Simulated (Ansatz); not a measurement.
The starting structures come from a database of crystals and need not be the phases stable at ambient conditions.

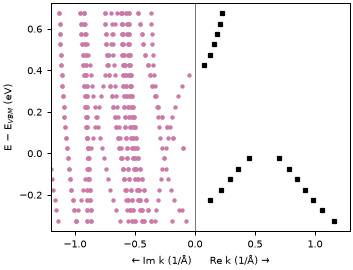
*Complex bands at the centre of the two-dimensional zone; Ansatz (a program for electronic structure) with PBEsol*

The gap is the functional's own. No spin-orbit coupling. Mid-gap values are interpolated on the energy grid.

This is VAg3O4 (I-42m, not sure to be the ambient phase, 8 atoms a cell, 15.1 Å³ an atom, -2 GPa at this level) along the normal of (100). Read off the slowest decay at the centre of the two-dimensional zone at 0.17 eV, the computed energy nearest the middle of the gap.

κ ≈ 0.19 1/Å, a decay length 1/(2κ) of the density of 2.6 Å.
